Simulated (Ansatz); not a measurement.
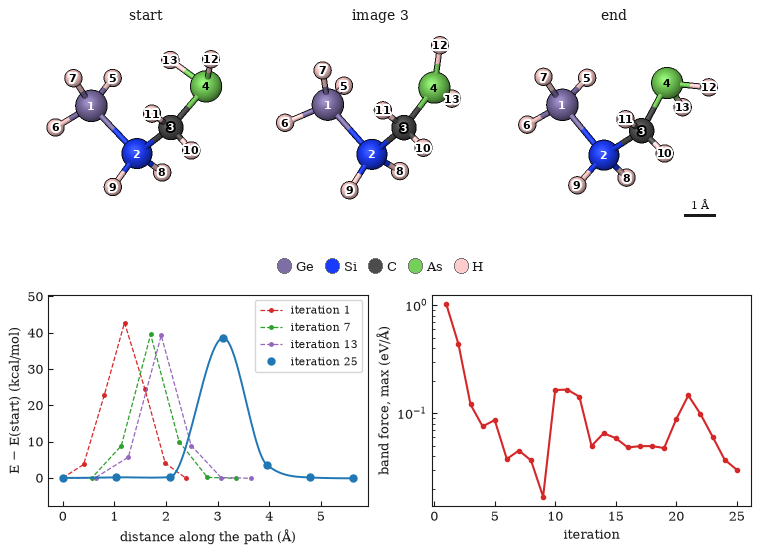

A nudged-elastic-band calculation for CH9AsGeSi. Images are numbered from 0 (start) to 6 (end). The plot follows the band through its iterations. Style: ball-and-stick. Shown at a tilt.

All numbers below come from Ansatz, RKS LDA/def2-SVP.

The input:
```yaml
crystal:
  periodic: [false, false, false]
  atoms:
    - { symbol: Ge, position_ang: [-1.517365, 0.267154, 1.306904] }
    - { symbol: Si, position_ang: [0.275254, -1.096393, 0.591744] }
    - { symbol: C, position_ang: [1.359484, -0.149468, -0.614093] }
    - { symbol: As, position_ang: [0.378123, 0.310524, -2.26518] }
    - { symbol: H, position_ang: [-2.604998, 0.410205, 0.217971] }
    - { symbol: H, position_ang: [-2.189376, -0.309047, 2.574389] }
    - { symbol: H, position_ang: [-1.000079, 1.686303, 1.645846] }
    - { symbol: H, position_ang: [-0.278023, -2.334716, -0.070566] }
    - { symbol: H, position_ang: [1.078898, -1.529196, 1.794065] }
    - { symbol: H, position_ang: [2.222315, -0.78616, -0.908837] }
    - { symbol: H, position_ang: [1.756944, 0.758795, -0.11436] }
    - { symbol: H, position_ang: [1.212133, 1.5601, -2.598557] }
    - { symbol: H, position_ang: [-0.672911, 1.177199, -1.544628] }
basis:
  gaussian: { orbitals: def2-SVP }
hamiltonian:
  xc: lda
neb:
  order_check: false
  images: 5
  f_tol: 0.03
  max_iterations: 60
  initial_path: idpp
  final_atoms:
    - { symbol: Ge, position_ang: [-1.52002018, 0.31758257, 1.44561557] }
    - { symbol: Si, position_ang: [0.25478232, -0.987035, 0.58682467] }
    - { symbol: C, position_ang: [1.35374401, 0.06046976, -0.51735592] }
    - { symbol: As, position_ang: [0.24975285, 1.14386639, -1.7457871] }
    - { symbol: H, position_ang: [-2.50361674, 0.73777877, 0.33061455] }
    - { symbol: H, position_ang: [-2.31541922, -0.4714164, 2.51043515] }
    - { symbol: H, position_ang: [-0.97493536, 1.60362667, 2.10867248] }
    - { symbol: H, position_ang: [-0.32904431, -2.11862726, -0.22348618] }
    - { symbol: H, position_ang: [1.03945569, -1.58184164, 1.73118439] }
    - { symbol: H, position_ang: [2.07163106, -0.58609989, -1.06379137] }
    - { symbol: H, position_ang: [1.9341903, 0.77105421, 0.11047024] }
    - { symbol: H, position_ang: [1.25299208, 1.13959149, -2.91283542] }
    - { symbol: H, position_ang: [-0.49311351, -0.06364967, -2.34586305] }
```

Launched with:
```bash
ansatz run input.yaml --threads 2 --pin off --max-ram 3072MiB --backend cpu --events-out ev --progress --plain --runs-dir out
```

**How did the profile develop, and is the result final?**

The result is final at these settings. The band converged in 25 iterations. The largest component of the band force went from 1 to 0.03 eV/Å. The climbing image converged on the top of the path. Its vibrational analysis gives one imaginary mode (913i cm⁻¹), as a transition state must have. The first iteration put the highest image at 42.8 kcal/mol. The barrier is about 38.6 kcal/mol in both directions, with image 3 at the top; the ends have nearly the same energy.

The run took 4.9 min on 2 threads of Arm Neoverse V1 (shared host), peak memory 0.21 GiB.
